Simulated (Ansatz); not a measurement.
# C4H5F3: basis-set convergence

How large a basis does C4H5F3 need? Two functionals are run in growing sets.

Program: Ansatz 0.2.0, Gaussian basis. Level of theory: one geometry, several basis sets. These are calculated values, not measurements.

The runs, in order: PBE0-D4/def2-SVP; ωB97M-V/def2-SVP; PBE0-D4/def2-QZVPP; ωB97M-V/def2-QZVPP; the functionals' def2-TZVPP values are taken from earlier runs.

### Step 1. The geometry

The geometry comes from an earlier relaxation with PBE0-D4 in a triple-zeta def2 set; it is a stationary point, not always the lowest conformer.

SMILES `FC1CCC1(F)F`, 12 atoms, charge 0, spin multiplicity 1.

Atoms are counted from 1 here; the program's logs count them from 0.

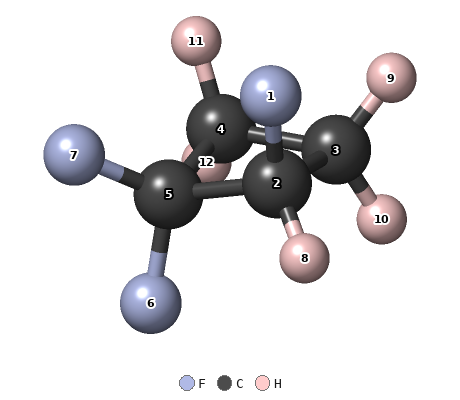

The structure; fluorine light blue, carbon dark grey, hydrogen pink; atoms are numbered from 1 in the order of the file.

### Step 2. PBE0-D4 in def2-SVP

Contents of in.yaml:

```yaml
crystal:
  periodic: [false, false, false]
  atoms:
    - {symbol: F, position_ang: [-1.679806, 0.548062, 1.058867]}
    - {symbol: C, position_ang: [-0.533601, 0.852936, 0.372444]}
    - {symbol: C, position_ang: [-0.475039, 0.136243, -0.985794]}
    - {symbol: C, position_ang: [0.394103, -0.980297, -0.355912]}
    - {symbol: C, position_ang: [0.640105, -0.041129, 0.818515]}
    - {symbol: F, position_ang: [1.811601, 0.635318, 0.695169]}
    - {symbol: F, position_ang: [0.592133, -0.549814, 2.057089]}
    - {symbol: H, position_ang: [-0.366099, 1.930452, 0.415870]}
    - {symbol: H, position_ang: [-1.447699, -0.158794, -1.375303]}
    - {symbol: H, position_ang: [0.057803, 0.722492, -1.734078]}
    - {symbol: H, position_ang: [-0.198931, -1.838881, -0.041982]}
    - {symbol: H, position_ang: [1.282329, -1.311789, -0.890785]}
basis:
  gaussian: {orbitals: def2-SVP}
hamiltonian: {xc: pbe0, dispersion: d4}
output: {orbitals: {seedname: orbitals}}
```

Command:

```console
> ansatz run in.yaml --threads 4 --pin off --events-out ev --progress --plain --max-ram 11315MiB
```

What it wrote:

```text
Functional definition: PBE0
  name "PBE0"
  cite "Adamo & Barone, J. Chem. Phys. 110, 6158 (1999) doi:10.1063/1.478522"
  cite "Perdew, Burke & Ernzerhof, Phys. Rev. Lett. 77, 3865 (1996) doi:10.1103/PhysRevLett.77.3865"
  parent pbe
  parameter a = 0.25
  parameter kappa = 0.804
  parameter beta = 0.06672455060314922
  exchange = (1 - a)*pbe_x(kappa = kappa, mu = beta*pi^2/3) + a*exact_x
  correlation = pbe_c(beta = beta)
1366 factors; their error is unknown
mean field evaluation 1: about -12352.9547 eV, gradient 4.6e1 eV
mean field evaluation 2: about -12352.5184 eV, gradient 4.8e1 eV
mean field evaluation 4: about -12357.4205 eV, gradient 1.2e0 eV
mean field evaluation 8: about -12357.4244 eV, gradient 1.5e-2 eV
mean field evaluation 16: about -12357.4046 eV, gradient 8.9e-5 eV
mean field -12357.40462264 eV, -454.1262437324 hartree, gradient 1.5e-5 eV, S^2 0.000000; 0 other end points of the search recorded, 0 dependent functions left out
reference -12357.40464363 eV, -454.1262445038 hartree; 28, 28 occupied and 95, 95 virtual orbitals, 1366 factors
Total energy: -12357.59941797 eV, -454.1334023287 hartree
```

Wall time 1.6 s (4 threads of Intel Xeon Platinum 8259CL at 2.50GHz, shared host); peak memory 0.31 GiB.

### Step 3. ωB97M-V in def2-SVP

in.yaml: that of step 2 with these lines changed.

```diff
@@ -17,3 +17,3 @@
   gaussian: {orbitals: def2-SVP}
-hamiltonian: {xc: pbe0, dispersion: d4}
+hamiltonian: {xc: {name: wB97M-V}}
 output: {orbitals: {seedname: orbitals}}
```

The command is unchanged.

What it wrote:

```text
Functional definition: wB97M-V
  name "wB97M-V"
  cite "Mardirossian & Head-Gordon, J. Chem. Phys. 144, 214110 (2016) doi:10.1063/1.4952647"
  cite "Becke, J. Chem. Phys. 107, 8554 (1997) doi:10.1063/1.475007"
  cite "Vydrov & Van Voorhis, J. Chem. Phys. 133, 244103 (2010) doi:10.1063/1.3521275"
  # Of w^i u^j: cxij and so on, Table III.
  parameter omega = 0.3/bohr
  parameter cx = 0.15
  parameter cx01 = 1.007
  parameter cx10 = 0.259
  parameter css00 = 0.443
  parameter css04 = -1.437
  parameter css10 = -4.535
  parameter css20 = -3.390
  parameter css43 = 4.278
  parameter cos00 = 1.000
  parameter cos10 = 1.358
  parameter cos20 = 2.924
  parameter cos21 = -8.812
  parameter cos60 = -1.390
  parameter cos61 = 9.142
  parameter b = 6.0
  parameter c = 0.01
  gx(w, u) = 1 - cx + cx01*u + cx10*w
  gss(w, u) = css00 + css04*u^4 + css10*w + css20*w^2 + css43*w^4*u^3
  gos(w, u) = cos00 + cos10*w + (cos20 + cos21*u)*w^2 + (cos60 + cos61*u)*w^6
  exchange = spin_sum(e_x_unif_sr(omega)*gx(b97_w, b97_u_x)) + cx*exact_x_sr(omega) + exact_x_lr(omega)
  correlation = spin_sum(e_c_pw_mod_same_spin*gss(b97_w, b97_u_same))
      + integral(e_c_pw_mod_opposite_spin*gos(b97_w_opposite, b97_u_opposite)) + vv10(b, c)
1366 factors; their error is unknown
286 factors; integrals over basis functions are off by at most 4.0e-6 eV
mean field evaluation 1: about -12362.6985 eV, gradient 4.2e1 eV
mean field evaluation 2: about -12364.0930 eV, gradient 3.5e1 eV
mean field evaluation 4: about -12366.0594 eV, gradient 1.8e0 eV
mean field evaluation 8: about -12366.0707 eV, gradient 7.4e-2 eV
mean field evaluation 16: about -12366.0161 eV, gradient 1.6e-4 eV
mean field -12366.01608466 eV, -454.4427091246 hartree, gradient 1.4e-5 eV, S^2 0.000000; 0 other end points of the search recorded, 0 dependent functions left out
reference -12366.01611753 eV, -454.4427103323 hartree; 28, 28 occupied and 95, 95 virtual orbitals, 1366 factors
Total energy: -12366.01611753 eV, -454.4427103323 hartree
```

It took 4.7 s on 4 threads of Intel Xeon Platinum 8259CL at 2.50GHz, shared host; peak memory 0.42 GiB.

### Step 4. PBE0-D4 in def2-QZVPP

in.yaml: that of step 3 with these lines changed.

```diff
@@ -16,4 +16,4 @@
 basis:
-  gaussian: {orbitals: def2-SVP}
-hamiltonian: {xc: {name: wB97M-V}}
+  gaussian: {orbitals: "def2-QZVPP.json"}
+hamiltonian: {xc: pbe0, dispersion: d4}
 output: {orbitals: {seedname: orbitals}}
```

Launched as before.

What it wrote:

```text
Functional definition: PBE0
  name "PBE0"
  cite "Adamo & Barone, J. Chem. Phys. 110, 6158 (1999) doi:10.1063/1.478522"
  cite "Perdew, Burke & Ernzerhof, Phys. Rev. Lett. 77, 3865 (1996) doi:10.1103/PhysRevLett.77.3865"
  parent pbe
  parameter a = 0.25
  parameter kappa = 0.804
  parameter beta = 0.06672455060314922
  exchange = (1 - a)*pbe_x(kappa = kappa, mu = beta*pi^2/3) + a*exact_x
  correlation = pbe_c(beta = beta)
1559 factors; their error is unknown
mean field evaluation 1: about -12365.3408 eV, gradient 6.0e1 eV
mean field evaluation 2: about -12363.2394 eV, gradient 6.5e1 eV
mean field evaluation 4: about -12372.5652 eV, gradient 3.6e0 eV
mean field evaluation 8: about -12372.5831 eV, gradient 4.9e-2 eV
mean field evaluation 16: about -12372.5792 eV, gradient 1.4e-4 eV
mean field -12372.57923803 eV, -454.6839005623 hartree, gradient 1.1e-5 eV, S^2 0.000000; 0 other end points of the search recorded, 0 dependent functions left out
reference -12372.57927270 eV, -454.6839018363 hartree; 28, 28 occupied and 521, 521 virtual orbitals, 1559 factors
Total energy: -12372.77404704 eV, -454.6910596612 hartree
```

Wall time 12 s (4 threads of Intel Xeon Platinum 8259CL at 2.50GHz, shared host); peak memory 2.2 GiB.

### Step 5. ωB97M-V in def2-QZVPP

in.yaml: that of step 4 with these lines changed.

```diff
@@ -17,3 +17,3 @@
   gaussian: {orbitals: "def2-QZVPP.json"}
-hamiltonian: {xc: pbe0, dispersion: d4}
+hamiltonian: {xc: {name: wB97M-V}}
 output: {orbitals: {seedname: orbitals}}
```

Same command.

What it wrote:

```text
Functional definition: wB97M-V
  name "wB97M-V"
  cite "Mardirossian & Head-Gordon, J. Chem. Phys. 144, 214110 (2016) doi:10.1063/1.4952647"
  cite "Becke, J. Chem. Phys. 107, 8554 (1997) doi:10.1063/1.475007"
  cite "Vydrov & Van Voorhis, J. Chem. Phys. 133, 244103 (2010) doi:10.1063/1.3521275"
  # Of w^i u^j: cxij and so on, Table III.
  parameter omega = 0.3/bohr
  parameter cx = 0.15
  parameter cx01 = 1.007
  parameter cx10 = 0.259
  parameter css00 = 0.443
  parameter css04 = -1.437
  parameter css10 = -4.535
  parameter css20 = -3.390
  parameter css43 = 4.278
  parameter cos00 = 1.000
  parameter cos10 = 1.358
  parameter cos20 = 2.924
  parameter cos21 = -8.812
  parameter cos60 = -1.390
  parameter cos61 = 9.142
  parameter b = 6.0
  parameter c = 0.01
  gx(w, u) = 1 - cx + cx01*u + cx10*w
  gss(w, u) = css00 + css04*u^4 + css10*w + css20*w^2 + css43*w^4*u^3
  gos(w, u) = cos00 + cos10*w + (cos20 + cos21*u)*w^2 + (cos60 + cos61*u)*w^6
  exchange = spin_sum(e_x_unif_sr(omega)*gx(b97_w, b97_u_x)) + cx*exact_x_sr(omega) + exact_x_lr(omega)
  correlation = spin_sum(e_c_pw_mod_same_spin*gss(b97_w, b97_u_same))
      + integral(e_c_pw_mod_opposite_spin*gos(b97_w_opposite, b97_u_opposite)) + vv10(b, c)
1559 factors; their error is unknown
367 factors; integrals over basis functions are off by at most 4.5e-6 eV
mean field evaluation 1: about -12376.7649 eV, gradient 5.1e1 eV
mean field evaluation 2: about -12378.9151 eV, gradient 4.0e1 eV
mean field evaluation 4: about -12381.5685 eV, gradient 2.5e0 eV
mean field evaluation 8: about -12381.5695 eV, gradient 1.1e-1 eV
mean field evaluation 16: about -12381.5695 eV, gradient 2.1e-5 eV
mean field -12381.56951079 eV, -455.0142869925 hartree, gradient 2.2e-5 eV, S^2 0.000000; 0 other end points of the search recorded, 0 dependent functions left out
reference -12381.56956540 eV, -455.0142889991 hartree; 28, 28 occupied and 521, 521 virtual orbitals, 1559 factors
Total energy: -12381.56956540 eV, -455.0142889991 hartree
```

It took 22 s on 4 threads of Intel Xeon Platinum 8259CL at 2.50GHz, shared host; peak memory 2.7 GiB.

### Step 6. Density functionals: the series

The def2-TZVPP values come from earlier runs at the same geometry.

```csv
functional,basis,functions,energy (eV),from the largest (eV),HOMO (eV),LUMO (eV)
PBE0-D4,def2-SVP,123,-12357.5994,15.175,-8.80,1.32
PBE0-D4,def2-TZVPP,287,-12372.1375,0.637,-8.91,1.00
PBE0-D4,def2-QZVPP,549,-12372.7740,0.000,-8.95,0.71
ωB97M-V,def2-SVP,123,-12366.0161,15.553,-11.14,3.29
ωB97M-V,def2-TZVPP,287,-12380.9662,0.603,-11.27,2.75
ωB97M-V,def2-QZVPP,549,-12381.5696,0.000,-11.32,1.93
```

### Step 7. Results

| quantity | value |
| --- | --- |
| PBE0-D4: double and triple zeta above quadruple | 15.17, 0.64 eV |
| ωB97M-V: double and triple zeta above quadruple | 15.55, 0.60 eV |

What this shows: PBE0-D4 gains 14.54 eV from double to triple zeta, then 0.64 eV more. Total energies overstate the basis error of differences, where much of it tends to cancel. The LUMO of ωB97M-V is positive and keeps falling with the basis (3.29 to 1.93 eV): an unbound level that the basis holds in place.

For PBE0-D4 the largest set took about 7 times as long as the smallest (12 s against 1.6 s).
